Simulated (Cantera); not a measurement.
Charge: 1 mol SiC, 0.068 mol CO2, 180 mol H2, held at 1175 °C.

Method: chemical equilibrium by Gibbs-energy minimisation in Cantera with the NASA 1993 tables (ideal gas, pure condensed phases). Candidate condensed phases: C, C6H6, C7H8, C8H18, H2O, Si, SiC, SiO2; 123 gas species. Mutual solubility and eutectic melting of coexisting phases are not modelled. The tables hold silica as quartz up to 1696 K and as liquid above; real silica turns to tridymite and cristobalite and melts near 1996 K. Kinetics and transport are ignored.

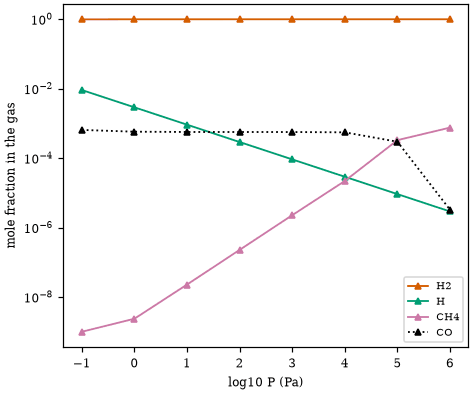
Figure: Equilibrium gas composition (values under 1e-9 drawn at 1e-9)

**Question.** Read off the mole fractions at 10.0 Pa.

**Answer.** H2 about 1.00, H about 0.00092, CO about 0.00057, CH4 about 2.3e-8.
